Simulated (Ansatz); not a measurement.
**H3PSi3: density, localisation and related maps**

```xyz
7

P    -3.0684   -0.3280   -0.1289
Si   -3.3750   -2.0955    1.1605
Si   -1.9230   -0.5256    2.1265
Si   -0.8800    0.1718    0.2247
H    -2.4120    0.5363    3.0686
H    -0.4834    1.5761   -0.0795
H     0.0759   -0.7854   -0.3904
```

Geometry: B3LYP-D3(BJ)/def2-SVP.

The calculation used Ansatz 0.2.0, isolated molecule in a Gaussian basis; Kohn-Sham density functional theory, functional PBE0.

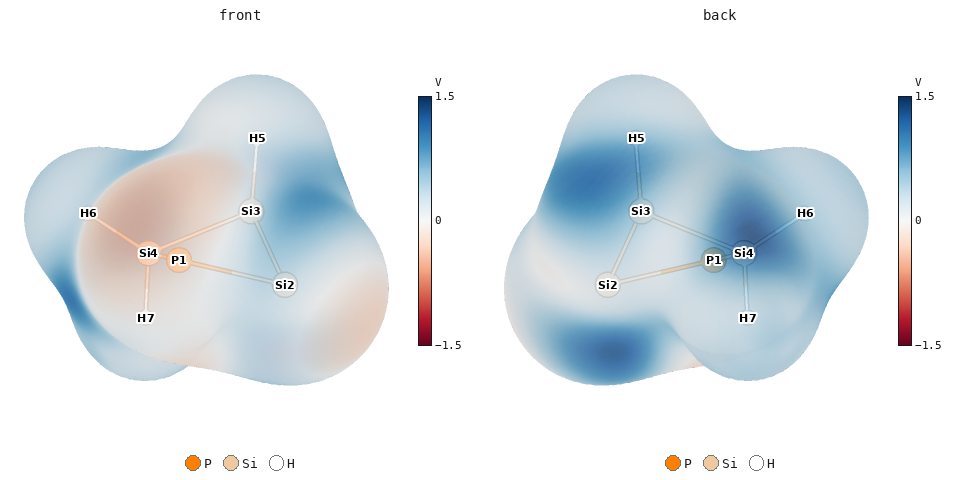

Figure 1. The electrostatic potential painted on the density surface at 0.002 e/bohr³, seen from the front and from behind; the colour scale runs from red (negative) to blue (positive).

### Describe the electrostatic potential map.

The most negative region (about −0.4 V, or −9 kcal/mol for a unit charge) lies over P1, the most positive (about +1.3 V, or +30 kcal/mol for a unit charge) over Si2 and Si4.

### What dipole moment does the calculation give?

Its dipole moment is 1.33 D.

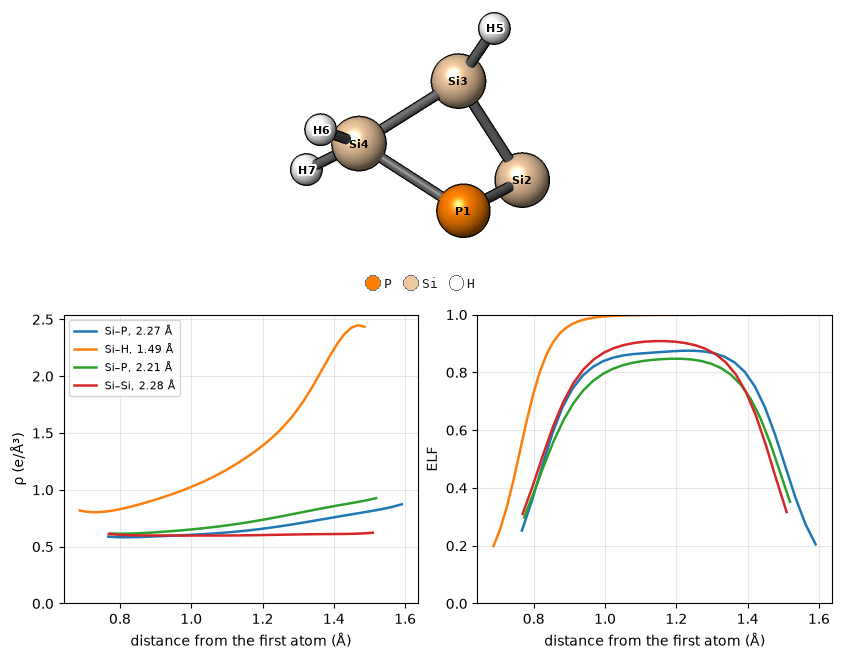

Figure 2. Total electron density and ELF along straight lines between neighbouring atoms. The curves leave out the atomic cores. The structure is drawn too.

### Compare the contacts.

Si–P (2.27 Å): ρ is about 0.64 e/Å³ halfway; the ELF peaks at about 0.90 between the atoms: localised, covalent bonding.
Si–H (1.49 Å): the density is about 0.8 e/Å³ at the midpoint; the ELF climbs to about 1 towards the hydrogen, as it does in any bond to H.
Si–P (2.21 Å): ρ is about 0.69 e/Å³ halfway, with its minimum of 0.61 e/Å³ about 0.8 Å from Si; the ELF peaks at about 0.85 between the atoms: a shared electron pair.
Si–Si (2.28 Å): the density is about 0.6 e/Å³ at the midpoint; the ELF peaks at about 0.90 between the atoms; a shared electron pair.

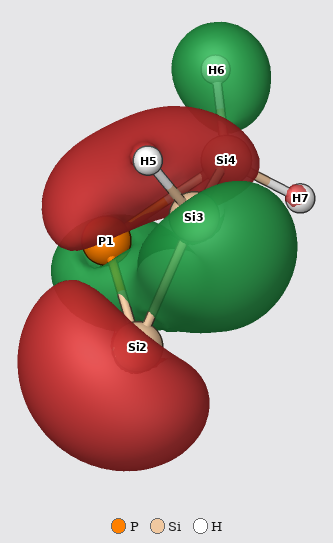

Figure 3. The HOMO at ±0.08 Å⁻³ᐟ² (green and red are the two phases), seen at an oblique angle.

### Describe this orbital and give its energy.

It lies mainly on Si2 (about 40 %), Si3 (about 25 %), P1 (about 20 %) and Si4 (about 10 %). Its energy is −6.77 eV.
